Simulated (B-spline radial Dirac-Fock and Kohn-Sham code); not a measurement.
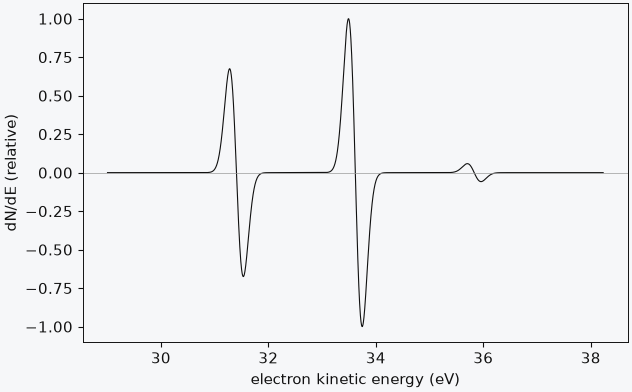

Auger groups that fill an N6 (4f5/2) hole, broadened by 0.30 eV full width and differentiated. Kinetic energies count from the vacuum level; very weak lines are left out. Species: the ion Hg³⁺, configuration [Xe] 4f14 5d9. Level of theory: independent-particle Coulomb rates on relativistic LDA orbitals, configuration-average energies from Dirac–Fock; calculated with a B-spline radial code.

How wide is the N6 level from this decay?

Answer. The non-radiative width is 0.190 eV.

Which group is strongest?

Answer. N6-O4O5 at 33.62 eV, 58 % of the non-radiative width.
